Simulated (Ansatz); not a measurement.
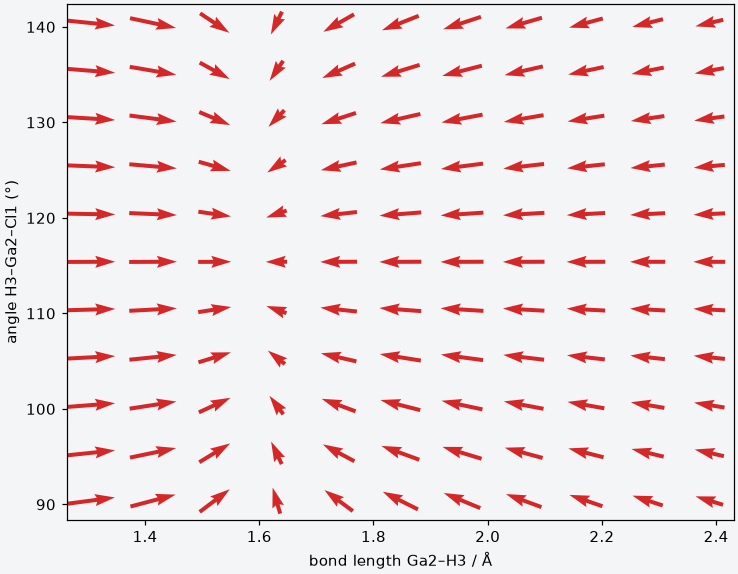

ClGaH, SMILES [Cl][GaH], spin multiplicity 2. The first coordinate is: bond length Ga2–H3; the second: angle H3–Ga2–Cl1. Nothing is relaxed (all other coordinates rigid). The grid has 11 × 11 points. All numbers below come from UKS r2SCAN0-D4/def2-TZVP in Ansatz.

The picture shows arrows along the force (downhill), their lengths compressed.

> The arrows alone are given. Where is the energy lowest?

The arrows converge at about bond length Ga2–H3 = 1.592 Å, angle H3–Ga2–Cl1 = 115° (read from the interpolated surface).

The energy map of the same scan:

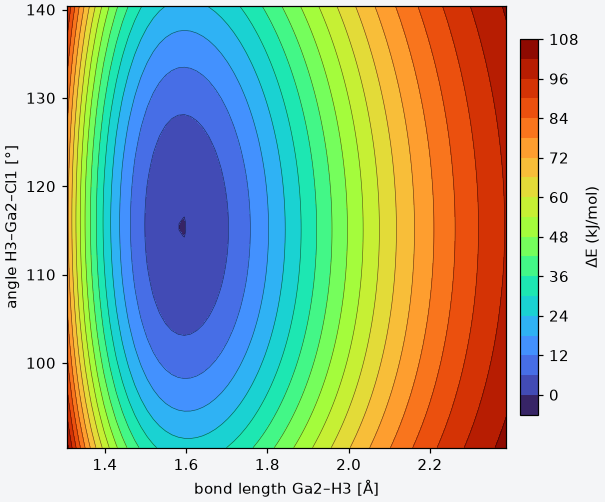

Energies are in kJ/mol, from the relaxed molecule at the same level; between grid points the surface is interpolated.
